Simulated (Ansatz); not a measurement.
Electronic density of states of amorphous Si24O51La2, density 2.51 g/cm³, on a 2×2×2 Γ-centred mesh with a Gaussian width of 0.1 eV; energies count from the Fermi level, whose place inside the gap is arbitrary. Cell and mesh are small, so fine structure isn't converged. All values below come from PBE, scalar-relativistic without spin-orbit coupling (plane waves to 420 eV, PAW; Ansatz, a first-principles code). Sampling: a 2×2×2 Γ-centred mesh; Fermi-Dirac width 0.02 eV; no spin polarisation. At PBE the levels at the filled edge of the gap are localised (band-tail or defect states), and the nearest spread-out levels lie 5.3 eV apart at the zone centre.

Preparation: random packing, a CHGNet melt and quench, and a DFT relaxation. O atoms were pushed apart under 1.9 Å during the dynamics, to hinder bonds among them. The hot cell started wider than the set density and was brought back towards it in steps. It is the lowest in DFT energy of 2 quenches. It is a model cell: composition and starting density were chosen by hand, and all elements were melted together. No dispersion term was used. Its density started from a set value of 2.51 and ended at 2.51 g/cm³. The simulated quench (nominally 400 K/ps over its main leg) is rapid and tends to freeze in more defects than a deposited or slowly cooled glass has. A cell of this size samples the disorder only roughly. The volume was held where the preparation left it, at a PBE pressure of 1.0 GPa. Stress components on the final sampling reach 2.6 GPa.

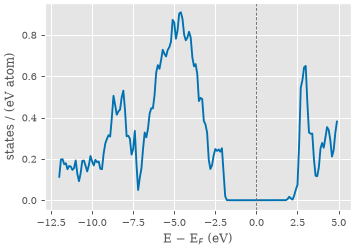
Fig. 1. Density of states per atom

The level gap on this mesh is 4.06 eV; the broadening fills part of it in the curve.
